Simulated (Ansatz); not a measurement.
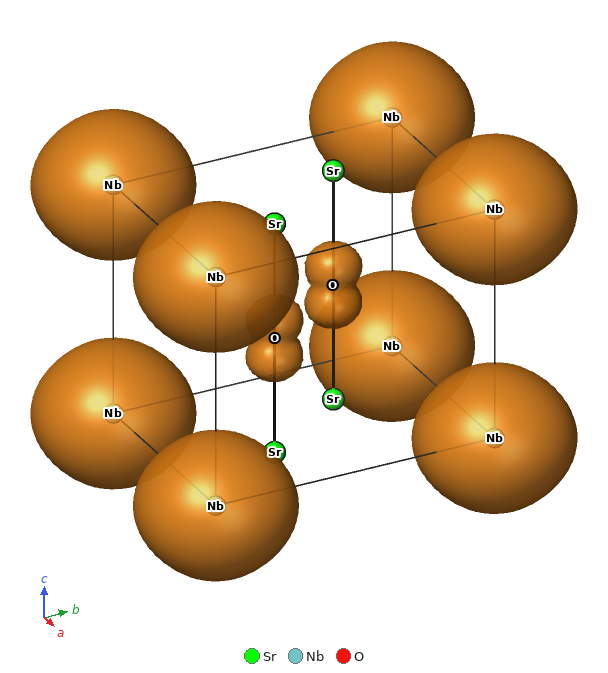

Sr₂NbO₂. Isosurface of the spin density (up minus down) at +0.08 e/Å³ (orange), seen slightly off an axis. Sticks mark near contacts.

Space group P6/mmm; a structure generated by program, which may or may not match a known phase; spin-polarised.

Level of theory: Ansatz 0.2.0, DFT PBE, scalar-relativistic, plane waves, PAW.

Core electrons are frozen (PAW), and the valence fields are smoothed inside the atomic spheres.

Which atoms carry the moments, and with what signs?

Answer. The spin density sits on Nb: +3.9 μB in one cell of 5 atoms, with smaller moments on other sites: O (up to +0.31 μB): parallel main moments, as they must be, since the calculation's own cell holds one magnetic site. The cell of the calculation (5 atoms) carries 5.4 μB of net spin moment.
